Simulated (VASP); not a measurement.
Band structure of BeS (zinc blende). Method: PBE GGA, VASP's PBE PAW potentials (set 64) (plane waves; VASP 6.6.1).

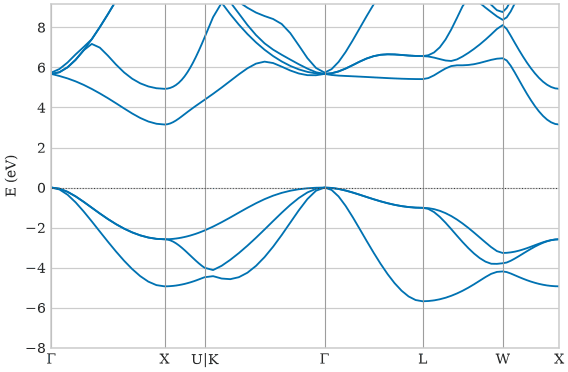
Figure: Bands along high-symmetry lines, zero at the valence-band maximum or, without a gap, the Fermi level

### Question
Read the plot: is there a gap, and where are the band edges?

### Answer
The gap is indirect, 3.15 eV, from the valence maximum at Γ to the conduction minimum at X. (Edges off the drawn lines would not show.)

The compound is BeS in the zinc blende structure. It was relaxed first.
